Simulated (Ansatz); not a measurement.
Take TiO₂ in the rutile structure (space group P4_2/mnm, No. 136; a = 4.591 Å, c = 2.939 Å) as the base. Axes: x, y, z lie along a, b, c of the conventional cell.

It is then changed as follows: tensor shear ε_xz = +2.00 % (engineering shear γ = 0.0400); the atoms relax in the strained cell.

Computed with DFT with PBEsol, PAW potentials and a 420 eV plane-wave cutoff in Ansatz (a first-principles code), no spin-orbit coupling.

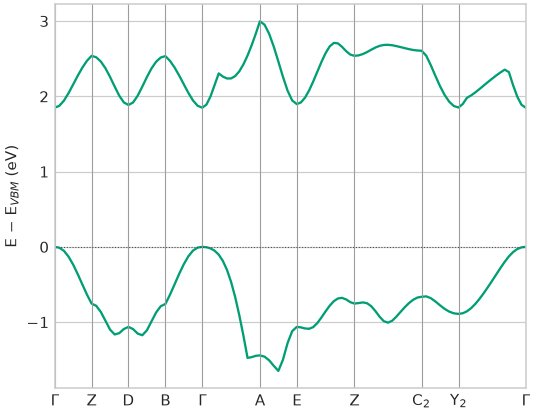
*Highest valence and lowest conduction band along the path of the changed cell's own zone*

### Question
Read the changed gap and its character from the plot.

### Answer
About 1.8 eV, direct at Γ.

Stability against distortions was not tested. All final runs are without spin polarisation. k-point labels follow each cell's own Brillouin zone.
